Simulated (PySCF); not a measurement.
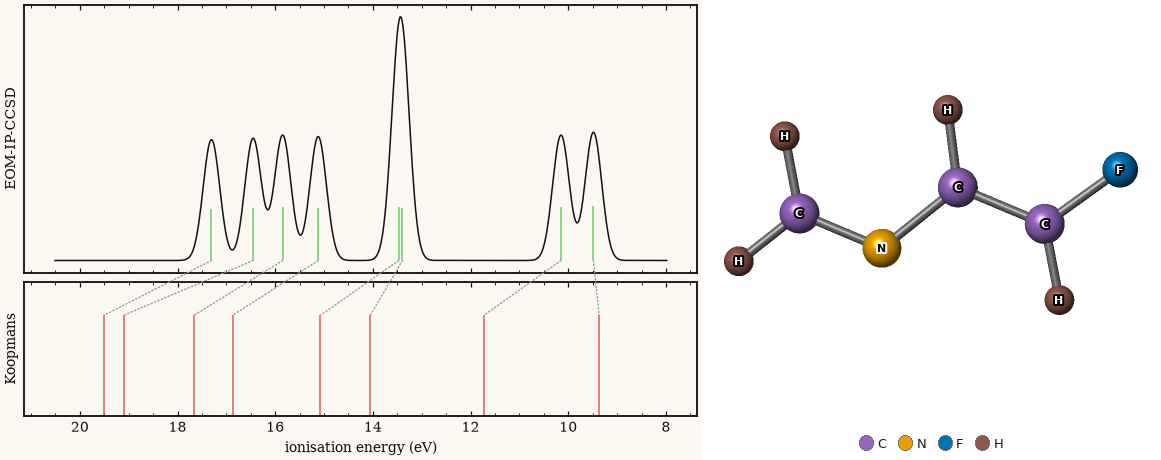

Valence photoelectron lines of C₃H₄FN, SMILES C=N/C=C/F: vertical EOM-IP-CCSD/aug-cc-pVDZ (frozen core, PySCF, at a PBE0-D3(BJ)/def2-SVP geometry (no frequency check); 8 lines, one for each of the 8 highest orbitals, so a line of a deeper orbital can be missing among them) above, Hartree-Fock orbital energies with the sign turned below, non-relativistic; dotted lines join each line to its leading orbital. Stick heights are one-hole weights (summed over degenerate lines), not cross-sections; Gaussian width 0.40 eV.

> Do correlation and relaxation change the order of the lines?

Not among these holes, which come in the order of the orbitals, HOMO, HOMO−1, HOMO−2, HOMO−3, HOMO−4, HOMO−5, HOMO−6, HOMO−7. Some lines lie within 0.1 eV of each other, so their order isn't settled.

> List the lines.

```csv
hole,EOM-IP-CCSD (eV),Koopmans (eV),one-hole weight
HOMO,9.48,9.37,0.97
HOMO-1,10.15,11.73,0.95
HOMO-2,13.39,14.05,0.94
HOMO-3,13.47,15.07,0.95
HOMO-4,15.12,16.87,0.93
HOMO-5,15.85,17.67,0.94
HOMO-6,16.45,19.11,0.92
HOMO-7,17.31,19.51,0.91
```

Known limits of this run: small basis, so the lines can lie some tenths of an eV too low; one conformer of a flexible molecule.
